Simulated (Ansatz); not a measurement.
**C2H2F2 (vinylidene fluoride) at SVWN5/aug-cc-pVDZ**

What is the vertical ionisation energy of C2H2F2 (vinylidene fluoride) at SVWN5/aug-cc-pVDZ? 

The calculation is run with Ansatz 0.2.0.

## Step 1: The structure to begin with

C2H2F2: 6 atoms, total charge 0, spin state singlet. As SMILES, `C=C(F)F`. The shape is that of a PBE0-D4/def2-TZVP optimisation.

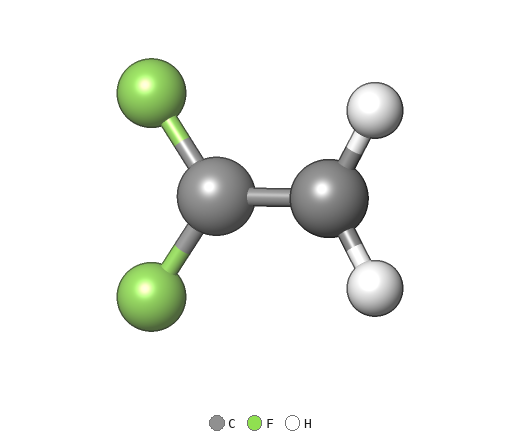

The structure, seen from a chosen angle (carbon grey, fluorine green, hydrogen white).

## Step 2: The energy at SVWN5/aug-cc-pVDZ

Input file run.yaml:

```yaml
crystal:
  periodic: [false, false, false]
  atoms:
    - {symbol: C, position_ang: [-0.115900, 0.471000, -0.544400]}
    - {symbol: C, position_ang: [0.105000, -0.394600, 0.420100]}
    - {symbol: F, position_ang: [-0.454900, -0.363600, 1.607600]}
    - {symbol: F, position_ang: [0.919200, -1.422100, 0.343000]}
    - {symbol: H, position_ang: [0.394200, 0.360600, -1.488400]}
    - {symbol: H, position_ang: [-0.805600, 1.284800, -0.384200]}
basis:
  gaussian: {orbitals: aug-cc-pVDZ}
hamiltonian: {xc: {name: SVWN5}}
accuracy: high
output: {orbitals: {seedname: orbitals}}
```

Run with:

```
$ ansatz run run.yaml --threads 1 --pin off --max-ram 3480MiB --events-out events.jsonl --progress --plain --runs-dir runs
```

The log of the run:

```text
Warning: RAYON_NUM_THREADS=1 ignored (pool sized by the plan → 1); use --threads N
Functional definition: SVWN5
  name "SVWN5"
  exchange = slater_x
  correlation = vwn5_c
2192 factors; integrals over basis functions are off by at most 3.1e-9 eV
mean field evaluation 1: about -7477.4693 eV, gradient 6.2e1 eV
mean field evaluation 2: about -7463.3736 eV, gradient 8.5e1 eV
mean field evaluation 4: about -7486.4254 eV, gradient 5.7e0 eV
mean field evaluation 8: about -7486.4921 eV, gradient 7.2e-1 eV
mean field evaluation 16: about -7486.4932 eV, gradient 1.4e-5 eV
mean field -7486.49317034 eV, -275.1235494828 hartree, gradient 3.6e-8 eV, S^2 0.000000; 0 other end points of the search recorded, 0 dependent functions left out
reference -7486.49317779 eV, -275.1235497566 hartree; 16, 16 occupied and 94, 94 virtual orbitals, 2192 factors
Total energy: -7486.49317779 eV, -275.1235497566 hartree
```

Wall time 5.4 s (1 thread of Arm Neoverse V1, shared host); peak memory 0.28 GiB.

## Step 3: The doublet cation at the same level

Input file input.yaml:

```yaml
crystal:
  periodic: [false, false, false]
  atoms:
    - symbol: C
      position_ang: [-0.115900, 0.471000, -0.544400]
    - symbol: C
      position_ang: [0.105000, -0.394600, 0.420100]
    - symbol: F
      position_ang: [-0.454900, -0.363600, 1.607600]
    - symbol: F
      position_ang: [0.919200, -1.422100, 0.343000]
    - symbol: H
      position_ang: [0.394200, 0.360600, -1.488400]
    - symbol: H
      position_ang: [-0.805600, 1.284800, -0.384200]
basis:
  gaussian:
    orbitals: aug-cc-pVDZ
magnetization:
  spin_polarized: true
  initial_magnetization: 1
hamiltonian:
  xc: {name: SVWN5}
total_charge: 1
output:
  orbitals: {seedname: orbitals}
accuracy: high
```

Run with:

```
$ ansatz run input.yaml --threads 1 --pin off --max-ram 3480MiB --events-out events.jsonl --progress --plain --runs-dir runs
```

The log of the run:

```text
Warning: RAYON_NUM_THREADS=1 ignored (pool sized by the plan → 1); use --threads N
Functional definition: SVWN5
  name "SVWN5"
  exchange = slater_x
  correlation = vwn5_c
2192 factors; integrals over basis functions are off by at most 3.1e-9 eV
mean field evaluation 1: about -7468.3893 eV, gradient 4.5e1 eV
mean field evaluation 2: about -7463.1704 eV, gradient 6.4e1 eV
mean field evaluation 4: about -7475.8552 eV, gradient 1.9e0 eV
mean field evaluation 8: about -7475.8722 eV, gradient 1.7e-2 eV
mean field evaluation 16: about -7475.8722 eV, gradient 4.6e-6 eV
mean field -7475.87217653 eV, -274.7332351592 hartree, gradient 8.4e-8 eV, S^2 0.751012; 0 other end points of the search recorded, 0 dependent functions left out
reference -7475.87218331 eV, -274.7332354087 hartree; 16, 15 occupied and 94, 95 virtual orbitals, 2192 factors
Total energy: -7475.87218331 eV, -274.7332354087 hartree
```

Wall time 6.3 s (1 thread of Arm Neoverse V1, shared host); peak memory 0.32 GiB.

## Step 4: Summary of results

At SVWN5/aug-cc-pVDZ:

```
                                          quantity          value
                      singlet C2H2F2: total energy  -275.12355 Eh
                       singlet C2H2F2: HOMO energy       -6.67 eV
                       singlet C2H2F2: LUMO energy       -0.93 eV
                     singlet C2H2F2: HOMO–LUMO gap        5.75 eV
                      doublet cation: total energy  -274.73324 Eh
doublet cation: HOMO energy (highest over α and β)      -15.69 eV
 doublet cation: LUMO energy (lowest over α and β)      -14.60 eV
                              doublet cation: ⟨S²⟩          0.751
vertical ionisation energy (to the doublet cation)      10.621 eV
```

What this shows: The vertical ionisation energy comes to 10.62 eV (1025 kJ/mol). The negative HOMO energy of the first species, 6.67 eV, lies 3.95 eV below that difference.
